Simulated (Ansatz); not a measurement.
**ClFH₄O₂Si₂: how energies converge with the basis set**

Aim: see how fast density functionals converge with the basis set for ClFH₄O₂Si₂.

Method: one geometry, several basis sets; program: Ansatz 0.2.0, Gaussian basis.

The runs, in order: PBE0-D4/def2-SVP; ωB97M-V/def2-SVP; PBE0-D4/def2-QZVPP; ωB97M-V/def2-QZVPP; the functionals' def2-TZVPP values are taken from earlier runs.

## (1) Structure used throughout

An earlier PBE0-D4 in a triple-zeta def2 set relaxation fixed the geometry.

SMILES `O[SiH](F)O[SiH2]Cl`, 10 atoms, charge 0, spin multiplicity 1.

Atoms are counted from 1 here; the program's logs count them from 0.

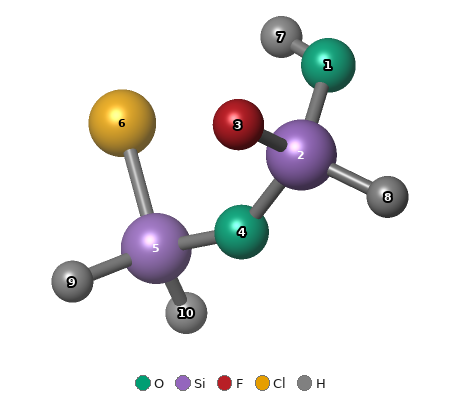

The geometry (oxygen teal, silicon purple, fluorine red, chlorine amber, hydrogen grey); atoms are numbered from 1 in the order of the file.

## (2) PBE0-D4 in def2-SVP

in.yaml

```yaml
crystal:
  periodic: [false, false, false]
  atoms:
    - {symbol: O, position_ang: [-0.751887, 0.159006, 1.981714]}
    - {symbol: Si, position_ang: [-0.843748, -0.912471, 0.771920]}
    - {symbol: F, position_ang: [-2.239056, -0.790910, 0.020540]}
    - {symbol: O, position_ang: [0.311318, -0.672998, -0.350225]}
    - {symbol: Si, position_ang: [1.093411, 0.427688, -1.248808]}
    - {symbol: Cl, position_ang: [0.749980, 2.305398, -0.468785]}
    - {symbol: H, position_ang: [-0.635761, 1.089349, 1.776551]}
    - {symbol: H, position_ang: [-0.725545, -2.259192, 1.334377]}
    - {symbol: H, position_ang: [0.578640, 0.427126, -2.632104]}
    - {symbol: H, position_ang: [2.545748, 0.175804, -1.182279]}
basis:
  gaussian: {orbitals: def2-SVP}
hamiltonian: {xc: pbe0, dispersion: d4}
output: {orbitals: {seedname: orbitals}}
```

Log:

```text
Functional definition: PBE0
  name "PBE0"
  cite "Adamo & Barone, J. Chem. Phys. 110, 6158 (1999) doi:10.1063/1.478522"
  cite "Perdew, Burke & Ernzerhof, Phys. Rev. Lett. 77, 3865 (1996) doi:10.1103/PhysRevLett.77.3865"
  parent pbe
  parameter a = 0.25
  parameter kappa = 0.804
  parameter beta = 0.06672455060314922
  exchange = (1 - a)*pbe_x(kappa = kappa, mu = beta*pi^2/3) + a*exact_x
  correlation = pbe_c(beta = beta)
1078 factors; integrals over basis functions are off by at most 1.1e-3 eV
mean field evaluation 1: about -35121.4627 eV, gradient 6.6e1 eV
mean field evaluation 2: about -35113.2355 eV, gradient 9.4e1 eV
mean field evaluation 4: about -35128.5679 eV, gradient 4.0e0 eV
mean field evaluation 8: about -35128.6565 eV, gradient 2.4e-1 eV
mean field evaluation 16: about -35128.6567 eV, gradient 3.1e-5 eV
mean field -35128.65666153 eV, -1290.9543212525 hartree, gradient 3.1e-5 eV, S^2 0.000000; 0 other end points of the search recorded, 0 dependent functions left out
reference -35128.65668845 eV, -1290.9543222416 hartree; 37, 37 occupied and 79, 79 virtual orbitals, 1078 factors
Total energy: -35128.89923492 eV, -1290.9632356603 hartree
```

It took 1.4 s on 4 threads, shared host; peak memory 0.25 GiB.

## (3) ωB97M-V in def2-SVP

Changes to in.yaml since step 2:

```diff
@@ -15,3 +15,3 @@
   gaussian: {orbitals: def2-SVP}
-hamiltonian: {xc: pbe0, dispersion: d4}
+hamiltonian: {xc: {name: wB97M-V}}
 output: {orbitals: {seedname: orbitals}}
```

Log, shortened:

```text
Functional definition: wB97M-V
  name "wB97M-V"
  cite "Mardirossian & Head-Gordon, J. Chem. Phys. 144, 214110 (2016) doi:10.1063/1.4952647"
  cite "Becke, J. Chem. Phys. 107, 8554 (1997) doi:10.1063/1.475007"
  cite "Vydrov & Van Voorhis, J. Chem. Phys. 133, 244103 (2010) doi:10.1063/1.3521275"
  # Of w^i u^j: cxij and so on, Table III.
[...]
  gx(w, u) = 1 - cx + cx01*u + cx10*w
  gss(w, u) = css00 + css04*u^4 + css10*w + css20*w^2 + css43*w^4*u^3
  gos(w, u) = cos00 + cos10*w + (cos20 + cos21*u)*w^2 + (cos60 + cos61*u)*w^6
[...]
      + integral(e_c_pw_mod_opposite_spin*gos(b97_w_opposite, b97_u_opposite)) + vv10(b, c)
1078 factors; integrals over basis functions are off by at most 1.1e-3 eV
321 factors; integrals over basis functions are off by at most 6.4e-6 eV
[...]
mean field -35142.98198746 eV, -1291.4807672703 hartree, gradient 3.2e-5 eV, S^2 0.000000; 0 other end points of the search recorded, 0 dependent functions left out
reference -35142.98202981 eV, -1291.4807688268 hartree; 37, 37 occupied and 79, 79 virtual orbitals, 1078 factors
Total energy: -35142.98202981 eV, -1291.4807688268 hartree
```

Run time: 6 s. Hardware: 4 threads, shared host; peak memory 0.39 GiB.

## (4) PBE0-D4 in def2-QZVPP

Changes to in.yaml since step 3:

```diff
@@ -14,4 +14,4 @@
 basis:
-  gaussian: {orbitals: def2-SVP}
-hamiltonian: {xc: {name: wB97M-V}}
+  gaussian: {orbitals: "def2-QZVPP.json"}
+hamiltonian: {xc: pbe0, dispersion: d4}
 output: {orbitals: {seedname: orbitals}}
```

Log:

```text
Functional definition: PBE0
  name "PBE0"
  cite "Adamo & Barone, J. Chem. Phys. 110, 6158 (1999) doi:10.1063/1.478522"
  cite "Perdew, Burke & Ernzerhof, Phys. Rev. Lett. 77, 3865 (1996) doi:10.1103/PhysRevLett.77.3865"
  parent pbe
  parameter a = 0.25
  parameter kappa = 0.804
  parameter beta = 0.06672455060314922
  exchange = (1 - a)*pbe_x(kappa = kappa, mu = beta*pi^2/3) + a*exact_x
  correlation = pbe_c(beta = beta)
1919 factors; their error is unknown
mean field evaluation 1: about -35140.1766 eV, gradient 7.8e1 eV
mean field evaluation 2: about -35126.7453 eV, gradient 1.2e2 eV
mean field evaluation 4: about -35149.0084 eV, gradient 6.3e0 eV
mean field evaluation 8: about -35149.0587 eV, gradient 1.1e-1 eV
mean field evaluation 16: about -35149.0873 eV, gradient 1.2e-4 eV
mean field -35149.08731142 eV, -1291.7051337876 hartree, gradient 4.5e-5 eV, S^2 0.000000; 0 other end points of the search recorded, 0 dependent functions left out
reference -35149.08735019 eV, -1291.7051352125 hartree; 37, 37 occupied and 464, 464 virtual orbitals, 1919 factors
Total energy: -35149.32989667 eV, -1291.7140486312 hartree
```

Run time: 14 s. Hardware: 4 threads, shared host; peak memory 2.4 GiB.

## (5) ωB97M-V in def2-QZVPP

Changes to in.yaml since step 4:

```diff
@@ -15,3 +15,3 @@
   gaussian: {orbitals: "def2-QZVPP.json"}
-hamiltonian: {xc: pbe0, dispersion: d4}
+hamiltonian: {xc: {name: wB97M-V}}
 output: {orbitals: {seedname: orbitals}}
```

Log, shortened:

```text
Functional definition: wB97M-V
  name "wB97M-V"
  cite "Mardirossian & Head-Gordon, J. Chem. Phys. 144, 214110 (2016) doi:10.1063/1.4952647"
  cite "Becke, J. Chem. Phys. 107, 8554 (1997) doi:10.1063/1.475007"
  cite "Vydrov & Van Voorhis, J. Chem. Phys. 133, 244103 (2010) doi:10.1063/1.3521275"
  # Of w^i u^j: cxij and so on, Table III.
[...]
  gx(w, u) = 1 - cx + cx01*u + cx10*w
  gss(w, u) = css00 + css04*u^4 + css10*w + css20*w^2 + css43*w^4*u^3
  gos(w, u) = cos00 + cos10*w + (cos20 + cos21*u)*w^2 + (cos60 + cos61*u)*w^6
[...]
      + integral(e_c_pw_mod_opposite_spin*gos(b97_w_opposite, b97_u_opposite)) + vv10(b, c)
1863 factors; their error is unknown
381 factors; integrals over basis functions are off by at most 2.0e-5 eV
[...]
mean field -35163.43926593 eV, -1292.2325583877 hartree, gradient 6.6e-5 eV, S^2 0.000000; 0 other end points of the search recorded, 0 dependent functions left out
reference -35163.43933047 eV, -1292.2325607595 hartree; 37, 37 occupied and 464, 464 virtual orbitals, 1863 factors
Total energy: -35163.43933047 eV, -1292.2325607595 hartree
```

Run time: 28 s. Hardware: 4 threads, shared host; peak memory 2.7 GiB.

## (6) Functionals by basis

The def2-TZVPP values come from earlier runs at the same geometry.

```csv
functional,basis,functions,energy (eV),from the largest (eV),HOMO (eV),LUMO (eV)
PBE0-D4,def2-SVP,116,-35128.8992,20.431,-9.07,0.64
PBE0-D4,def2-TZVPP,275,-35147.9922,1.338,-9.17,0.14
PBE0-D4,def2-QZVPP,501,-35149.3299,0.000,-9.19,-0.06
ωB97M-V,def2-SVP,116,-35142.9820,20.457,-11.28,2.62
ωB97M-V,def2-TZVPP,275,-35162.1909,1.248,-11.42,1.88
ωB97M-V,def2-QZVPP,501,-35163.4393,0.000,-11.45,1.44
```

## (7) What came out

| quantity | value |
| --- | --- |
| PBE0-D4: double and triple zeta above quadruple | 20.43, 1.34 eV |
| ωB97M-V: double and triple zeta above quadruple | 20.46, 1.25 eV |

**Reading.** PBE0-D4 gains 19.09 eV from double to triple zeta, then 1.34 eV more. These are total energies; as a rule much of such shifts cancels in differences, which this series doesn't test. The LUMO of ωB97M-V is positive and keeps falling with the basis (2.62 to 1.44 eV): an unbound level that the basis holds in place.

For PBE0-D4 the largest set took about 10 times as long as the smallest (14 s against 1.4 s).
